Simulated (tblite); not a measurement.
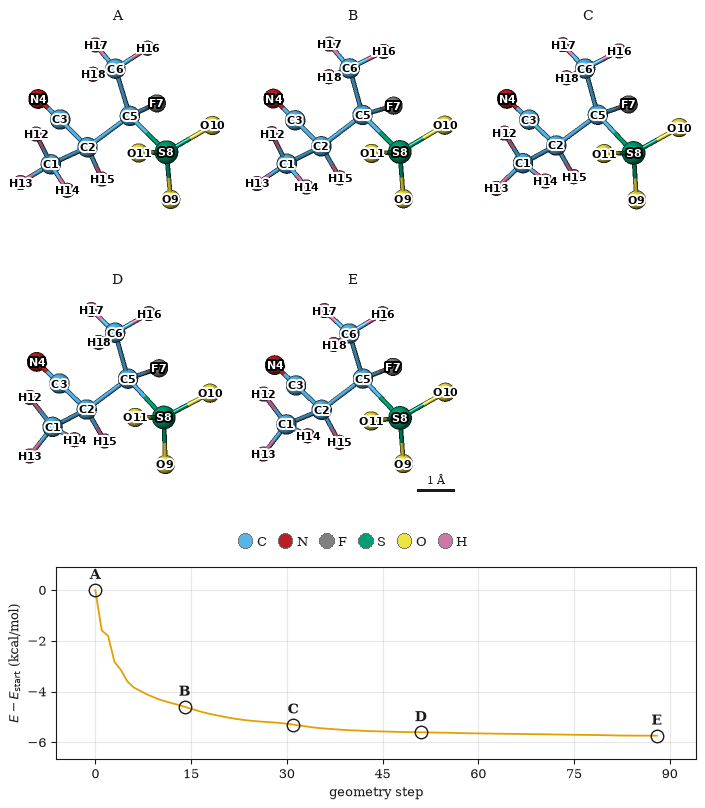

Frames of a relaxation of C5H7FNO3S (charge −1), marked on the history of the run. A ball-and-stick model, seen at a tilt.

Theory: tblite 0.8.0, GFN2-xTB geometry optimisation, gas phase. 

### What happens along the run?

After 88 geometry steps the energy has fallen by 5.74 kcal/mol. The largest move after the best rigid fit is that of H14, 0.57 Å. Largest moves by element: H 0.57 Å, O 0.15 Å, C 0.11 Å, N 0.10 Å, S 0.09 Å, F 0.05 Å. Among the contacts that change: C2–C3 1.495 → 1.438 Å, C5–S8 1.839 → 1.871 Å, S8–O10 1.474 → 1.450 Å, C2–C5 1.546 → 1.527 Å. Bond angles that change, for instance: C5–C6–H18 112.8° → 107.8°, F7–C5–S8 110.3° → 105.4°, C5–C2–H15 109.4° → 104.8°. From step 0 to 14: H14 moves most (0.15 Å), energy −4.60 kcal/mol. From step 14 to 31: H14 moves most (0.21 Å), energy −0.70 kcal/mol. From step 31 to 51: H12 moves most (0.20 Å), energy −0.30 kcal/mol. From step 51 to 88: N4 moves most (0.15 Å), energy −0.13 kcal/mol.
